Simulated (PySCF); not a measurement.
C$_{4}$H$_{8}$BNSi (SMILES B[SiH2]n1cccc1)

```csv
atom,x (Å),y (Å),z (Å)
B,-2.7679,0.3923,-0.6508
Si,-1.5657,-1.1607,-0.2259
N,0.1476,-0.7330,-0.0096
C,1.0641,-0.5575,-1.0240
C,2.2183,-0.0261,-0.4960
C,2.0010,0.1395,0.9005
C,0.7233,-0.2977,1.1649
H,-2.3563,1.5208,-0.7694
H,-3.9529,0.1992,-0.7979
H,-1.6116,-2.1640,-1.3356
H,-1.9931,-1.8156,1.0498
H,0.8253,-0.8399,-2.0483
H,3.1261,0.2061,-1.0500
H,2.7086,0.5242,1.6327
H,0.1779,-0.3468,2.1062
```

Geometry: PBE0-D3(BJ)/def2-SVP.

The calculation used PySCF, PBE0/pcSseg-1, SCF density, gas phase, non-relativistic.

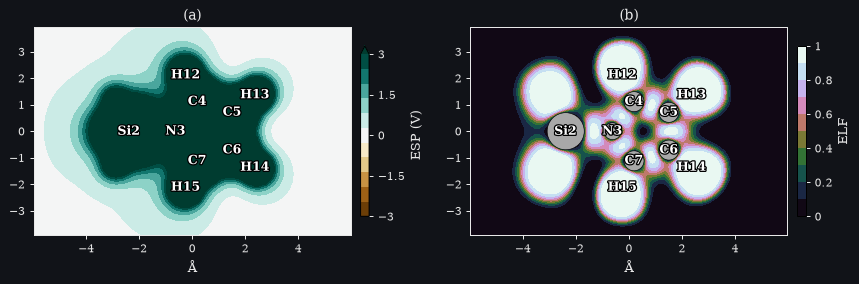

Figure 1. (a) molecular electrostatic potential; (b) electron localisation function on the plane of atoms C6, C5 and H13. Grey discs cover the atomic cores in the ELF map.

**What does the map show?**

The plane passes through Si, N, C and H nuclei.
C–C (1.38 Å): the ELF peaks at about 0.95 between the atoms; localised, covalent bonding.
C–N (1.38 Å): the ELF peaks at about 0.90 between the atoms (localised, covalent bonding).
Si–N (1.78 Å): the ELF peaks at about 0.95 between the atoms (a shared but strongly polarised pair).
C–H (1.09 Å): the ELF climbs to about 1 towards the hydrogen, as it does in any bond to H (an ordinary covalent bond to hydrogen).
C–C (1.42 Å): the ELF peaks at about 0.95 between the atoms, as expected for a covalent bond.
The potential has no marked negative region in this plane.

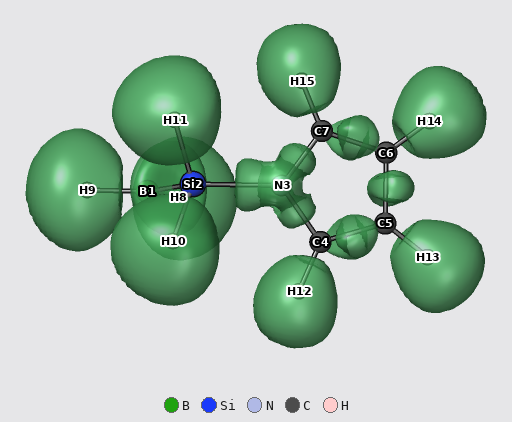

Figure 2. Isosurface of the ELF at 0.75 (green), seen at a tilt. Only the valence region is drawn (cores and ρ < 0.01 e/Å³ removed).

**Describe the localisation domains.**

At this value the surface marks out one region between bonded B–Si atoms (shared pairs), three regions between bonded C–C atoms (shared pairs), eight regions around hydrogen nuclei and one region on N in which the atom's valence shell and bonds are merged.

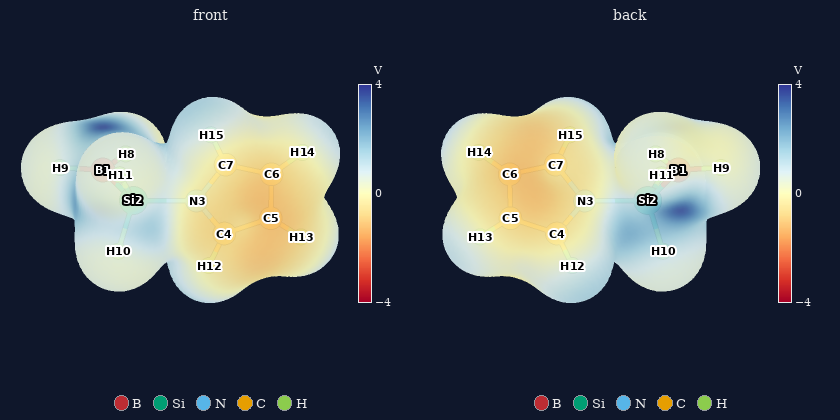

Figure 3. The electrostatic potential painted on the density surface at 0.004 e/bohr³, seen from the front and from behind; the colour scale runs from red (negative) to blue (positive).

**Where is the surface potential most negative and most positive?**

The most negative region (about −1.2 V) lies over the π face of C4, C5, C6 and C7, the most positive (about +3.3 V) over B1.

**How polar is the molecule by this calculation?**

Its dipole moment is 1.66 D.
